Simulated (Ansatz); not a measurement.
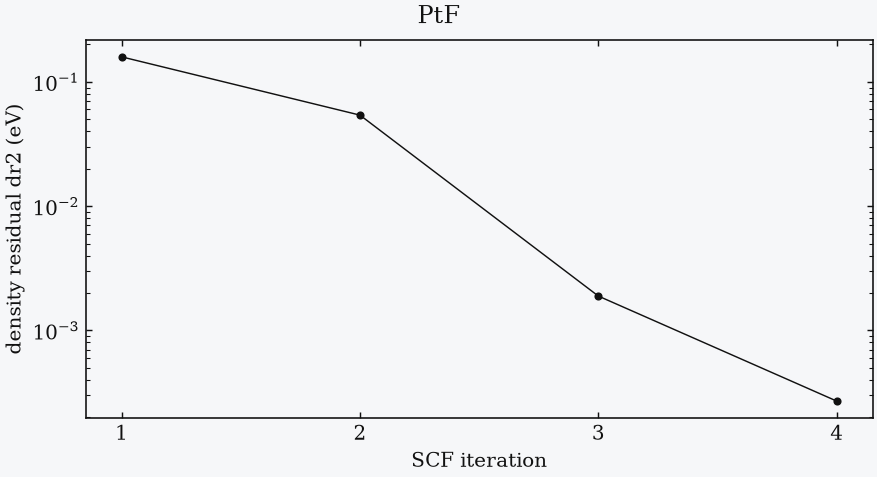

The plot shows the SCF iterations of a calculation: density residual dr2. The starting density is a sum of atomic densities corrected by a trained network.

PtF (4 atoms in the cell), run with Ansatz.

```
crystal:
  lattice:
    - [5.8319524096, 0.0, 0.0]
    - [-2.9159762048, 5.0506189404, 0.0]
    - [0.0, 0.0, 3.8994438198]
  atoms:
    - { symbol: Pt, position: [0.6666666667, 0.3333333333, 0.25] }
    - { symbol: Pt, position: [0.3333333333, 0.6666666667, 0.75] }
    - { symbol: F, position: [0.3333333333, 0.6666666667, 0.25] }
    - { symbol: F, position: [0.6666666667, 0.3333333333, 0.75] }
  symmetry: { detect: false }
basis:
  ecutwfc: 420
kpoints:
  mp_grid: { grid: [12, 12, 12] }
hamiltonian:
  xc: pbe
scf:
  occupations: { method: gaussian, width: 0.1 }
output:
  forces: true
  eigenvalues: true
  stress: true
```

Launched with:
```bash
ansatz run input.yaml --threads 1 --pin off --max-ram 2560MiB --backend cpu --events-out ev --progress --plain --runs-dir out
```

> How did this run end?

It did not finish: the time limit cut it off after 4 iterations. The residual is still falling at the last step (down to 2.7 × 10⁻⁴).

> Read the residual at the first and at the last step drawn.

It starts near 0.16 and ends near 2.7 × 10⁻⁴ eV.
